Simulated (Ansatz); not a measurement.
```yaml
atoms:
  - { symbol: B, position_ang: [-0.0062, 0.2659, -0.0455] }
  - { symbol: F, position_ang: [-0.0168, 0.7241, 1.2116] }
  - { symbol: H, position_ang: [1.0743, 0.1665, -0.5982] }
  - { symbol: H, position_ang: [-1.0817, 0.0962, -0.5908] }
  - { symbol: Br, position_ang: [0.0908, -2.5811, 0.8260] }
  - { symbol: H, position_ang: [0.0844, -1.9547, 2.1192] }
```

All numbers below come from RKS PBE-D4/def2-SVP (Ansatz).

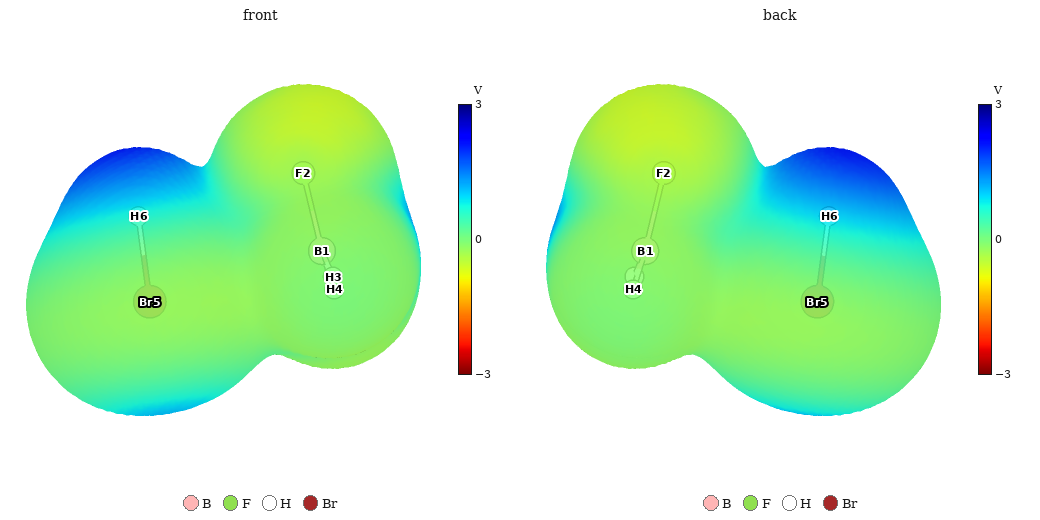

BFH₂···HBr. The electrostatic potential painted on the density surface at 0.002 e/bohr³, seen from the front and from behind; red is negative and blue positive.

Describe the electrostatic potential map.

Answer. The most negative region (about −0.6 V, or −14 kcal/mol for a unit charge) lies over F2, the most positive (about +2.1 V, or +48 kcal/mol for a unit charge) over H6. Br5 shows a σ-hole: about +1.1 V, or +25 kcal/mol for a unit charge at the tip opposite its bond, against about −0.2 V on its flanks.
